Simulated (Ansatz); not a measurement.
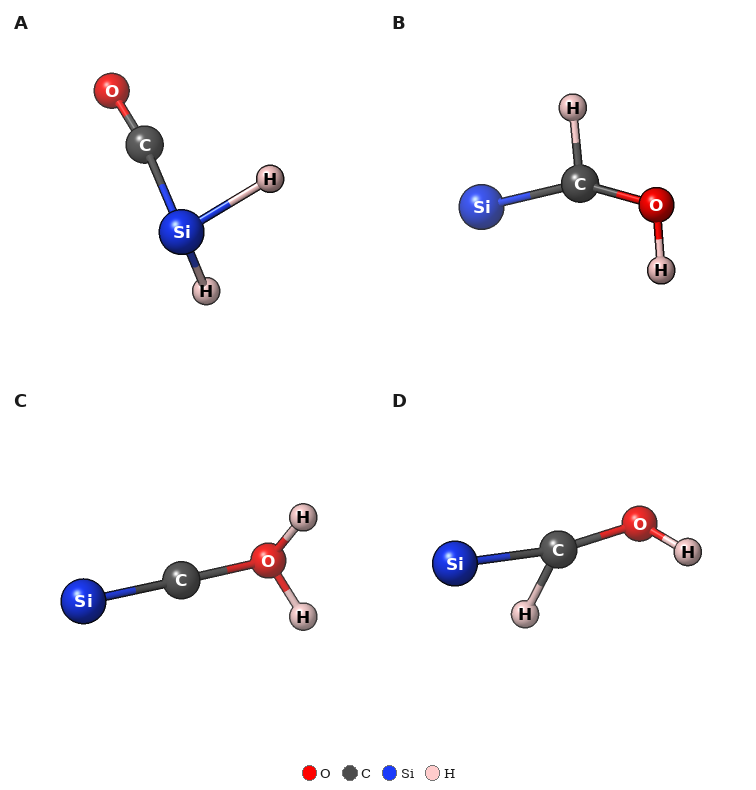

4 stationary structures of one formula. Geometries: PBE0-D4/def2-TZVP. Electronic energies: r2SCAN-D4/def2-TZVPP (Ansatz 0.2.0), without zero-point energy. No frequency run is at hand to confirm each as a minimum.

**Which is lowest in energy, and by how much?**

A is lowest (Cs); B lies 144.2 kJ/mol above it (Cs), D lies 147.2 kJ/mol above it, C lies 403.5 kJ/mol above it.
